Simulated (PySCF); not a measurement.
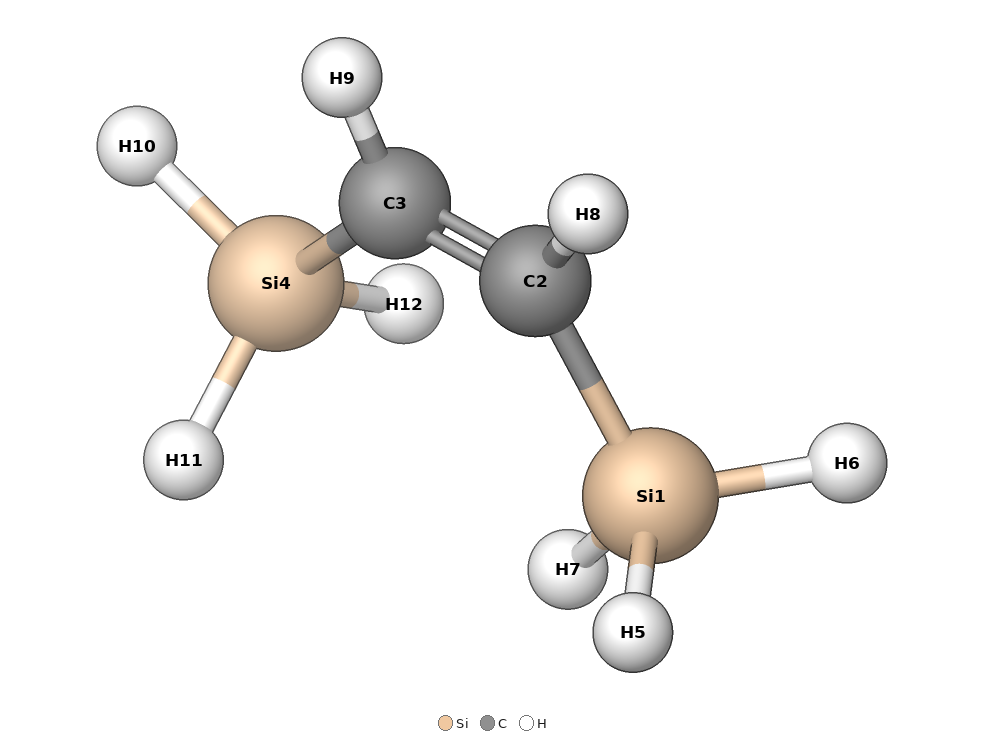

The computed structure is the end point of a PBE0-D3(BJ)/def2-SVP optimisation. No frequency run is at hand to confirm it as a minimum. Method: delta-SCF UKS B3LYP, pcX-2 on the ionised atom, pcseg-1 elsewhere, spin-free X2C (PySCF 2.14.0).

Give the core-electron binding energies (to vacuum; p and d levels without spin–orbit splitting) of Si1 1s, Si1 2p, C2 1s.

```json
{"atom": "Si1", "level": "1s", "binding energy (eV)": "1845.2"}
{"atom": "Si1", "level": "2p", "binding energy (eV)": "106.9"}
{"atom": "C2", "level": "1s", "binding energy (eV)": "290.3"}
```
